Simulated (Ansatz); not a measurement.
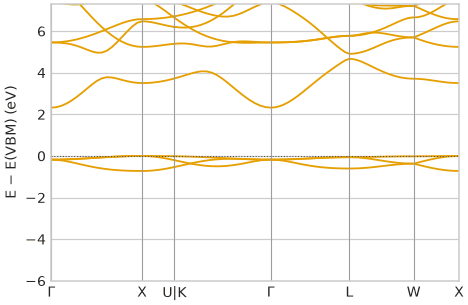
Figure. Band structure from PBE in the plane-wave PAW code Ansatz

**Question.** Read off the gap and where the band edges lie.

**Answer.** About 2.3 eV (2.32 eV by a search for the band edges); maximum at X, minimum at Γ.

The material is K$_{2}$S (anti-fluorite, Fm-3m).

Symmetry was held in the PBE relaxation.

Potentials: the later of the program's two PAW sets.
